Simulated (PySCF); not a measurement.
# UB2PLYP/STO-3G run of BH2Br− (SMILES [BH2-]Br)

Aim: the vertical doublet–quartet gap of BH2Br− at UB2PLYP/STO-3G, from 2 runs. 

The results are computed with PySCF 2.14.0.

7 further runs of the same task are left out: 7 set aside as unsound or not needed.

### 1 The system as given

BH2Br−: 4 atoms, total charge -1, spin state doublet. As SMILES, `[BH2-]Br`. Geometry: relaxed at GFN2-xTB.

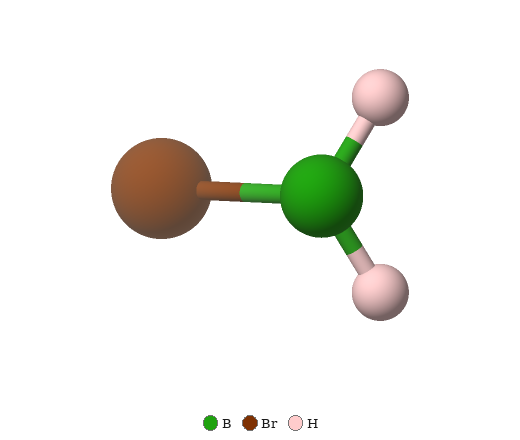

The structure, seen from a chosen angle (boron green, bromine brown, hydrogen pink).

### 2 A single-point energy at UB2PLYP/STO-3G

Input file run.py:

```python
# [BH2-]Br
from pyscf import gto, dft, mp

mol = gto.M(
    atom='B -0.380570 0.148840 0.001750; Br 1.540060 0.580870 0.661540; H -0.770230 -0.861690 0.547550; H -0.389260 0.131980 -1.210840',
    verbose=4,
    spin=1,
    basis='sto-3g',
    max_memory=1860,
    charge=-1,
)

mf = dft.UKS(mol)
mf.xc = '0.53*HF + 0.47*B88, 0.73*LYP'
mf.conv_tol = 1e-10
mf.grids.level = 5
mf.kernel()
if not mf.converged:
    mf = mf.newton().run(mf.mo_coeff, mf.mo_occ)

pt = mp.MP2(mf, frozen=10).run()
energy = mf.e_tot + 0.27 * pt.e_corr
print('PT2 part  %.8f' % (0.27 * pt.e_corr))
print('E = %.10f Eh' % energy)
```

Launch:

```
$ OMP_NUM_THREADS=1 python run.py
```

Log:

```text
PySCF version 2.14.0

[INPUT] num. atoms = 4
[INPUT] num. electrons = 43
[INPUT] charge = -1
[INPUT] spin (= nelec alpha-beta = 2S) = 1
[INPUT] symmetry False subgroup None
[INPUT] Mole.unit = angstrom
[INPUT] Symbol           X                Y                Z      unit          X                Y                Z       unit  Magmom
[INPUT]  1 B     -0.380570000000   0.148840000000   0.001750000000 AA   -0.719173071226   0.281266836380   0.003307020718 Bohr   0.0
[INPUT]  2 Br     1.540060000000   0.580870000000   0.661540000000 AA    2.910291615398   1.097685213976   1.250129420445 Bohr   0.0
[INPUT]  3 H     -0.770230000000  -0.861690000000   0.547550000000 AA   -1.455523752924  -1.628358104276   1.034719539506 Bohr   0.0
[INPUT]  4 H     -0.389260000000   0.131980000000  -1.210840000000 AA   -0.735594791248   0.249406053920  -2.288155980668 Bohr   0.0

[... 43 lines left out ...]
WARN: HOMO -0.114496364135044 >= LUMO -0.114496364135045
[... 38 lines left out ...]
converged SCF energy = -2571.21124575682  <S^2> = 0.75270862  2S+1 = 2.0027068
[... 1 line left out ...]
******** <class 'pyscf.mp.ump2.UMP2'> ********
nocc = (np.int64(12), np.int64(11)), nmo = (15, 15)
frozen orbitals 10
E(UMP2) = -2571.25329408668  E_corr = -0.0420483298584415
E(SCS-UMP2) = -2571.2595847754  E_corr = -0.0483390185760893
E_corr(same-spin) = -0.00244497375466213
E_corr(oppo-spin) = -0.0396033561037794
PT2 part  -0.01135305
E = -2571.2225988059 Eh
```

Run time: 3.9 s. Hardware: 1 thread of Arm Neoverse V2, shared host; peak memory 0.23 GiB.

### 3 The quartet

Input file mol.xyz:

```xyz
4
BBrH2
B     -0.380570     0.148840     0.001750
Br     1.540060     0.580870     0.661540
H     -0.770230    -0.861690     0.547550
H     -0.389260     0.131980    -1.210840
```

Input file calc.py:

```python
from pyscf import gto, dft, mp

mol = gto.M(
    atom='mol.xyz',
    max_memory=1860,
    basis='sto-3g',
    spin=3,
    verbose=4,
    charge=-1,
)

calc0 = dft.UKS(mol, xc='0.53*HF + 0.47*B88, 0.73*LYP')
calc0.grids.level = 5
calc0.conv_tol = 1e-10
calc0.kernel()
if not calc0.converged:
    calc0 = calc0.newton().run(calc0.mo_coeff, calc0.mo_occ)

pt = mp.MP2(calc0, frozen=10).run()
energy = calc0.e_tot + 0.27 * pt.e_corr
print('PT2 part  %.8f' % (0.27 * pt.e_corr))
print('E = %.10f Eh' % energy)
```

Launch:

```
$ OMP_NUM_THREADS=1 python calc.py
```

Log:

```text
PySCF version 2.14.0

[INPUT] num. atoms = 4
[INPUT] num. electrons = 43
[INPUT] charge = -1
[INPUT] spin (= nelec alpha-beta = 2S) = 3
[INPUT] symmetry False subgroup None
[INPUT] Mole.unit = angstrom
[INPUT] Symbol           X                Y                Z      unit          X                Y                Z       unit  Magmom
[INPUT]  1 B     -0.380570000000   0.148840000000   0.001750000000 AA   -0.719173071226   0.281266836380   0.003307020718 Bohr   0.0
[INPUT]  2 Br     1.540060000000   0.580870000000   0.661540000000 AA    2.910291615398   1.097685213976   1.250129420445 Bohr   0.0
[INPUT]  3 H     -0.770230000000  -0.861690000000   0.547550000000 AA   -1.455523752924  -1.628358104276   1.034719539506 Bohr   0.0
[INPUT]  4 H     -0.389260000000   0.131980000000  -1.210840000000 AA   -0.735594791248   0.249406053920  -2.288155980668 Bohr   0.0

[... 43 lines left out ...]
[... the frontier-level lines of each cycle are left out ...]
[... 11 lines left out ...]
[... 11 lines left out ...]
[... 11 lines left out ...]
[... 11 lines left out ...]
[... 11 lines left out ...]
[... 5 lines left out ...]

cycle= 12 E= -2570.81523891584  delta_E= -2.17e-10  |g|= 4.82e-07  |ddm|= 0.000164


cycle= 13 E= -2570.81523891586  delta_E= -1.46e-11  |g|= 3.11e-07  |ddm|= 2.09e-05


Extra cycle  E= -2570.81523891586  delta_E= -9.09e-13  |g|= 2.7e-07  |ddm|= 2.34e-06
converged SCF energy = -2570.81523891586  <S^2> = 3.7505777  2S+1 = 4.0002888

******** <class 'pyscf.mp.ump2.UMP2'> ********
nocc = (np.int64(13), np.int64(10)), nmo = (15, 15)
frozen orbitals 10
E(UMP2) = -2570.84815672205  E_corr = -0.0329178061912934
E(SCS-UMP2) = -2570.85049938794  E_corr = -0.0352604720803638
E_corr(same-spin) = -0.00489334078752503
E_corr(oppo-spin) = -0.0280244654037684
PT2 part  -0.00888781
E = -2570.8241267235 Eh
```

It took 5.1 s on 1 thread of Arm Neoverse V2, shared host; peak memory 0.23 GiB.

### 4 What came out

At UB2PLYP/STO-3G, 10 core orbitals frozen:

```
                                                         quantity           value
                                            doublet: total energy  -2571.22260 Eh
doublet: HOMO energy (SCF part's orbitals) (highest over α and β)         4.39 eV
 doublet: LUMO energy (SCF part's orbitals) (lowest over α and β)        13.97 eV
                                                    doublet: ⟨S²⟩           0.753
                                            quartet: total energy  -2570.82413 Eh
quartet: HOMO energy (SCF part's orbitals) (highest over α and β)        12.19 eV
                                                    quartet: ⟨S²⟩           3.751
                 vertical energy of the quartet above the doublet       10.843 eV
```

**Reading.** At this shape the quartet lies 10.84 eV (250 kcal/mol) above the doublet. For an anion a state so high probably lies above electron detachment. In a minimal basis such a difference can be off by several eV, whatever the method. Mulliken charges (doublet) run from -0.45 on Br2 to -0.18 on B1. The HOMO (doublet) lies at positive energy, 4.39 eV; only total energies tell whether the electron is bound. Mulliken charges (quartet) run from -0.47 on B1 to -0.15 on Br2; they depend strongly on the basis. The HOMO (quartet) lies at positive energy, 12.19 eV; only total energies tell whether the electron is bound.
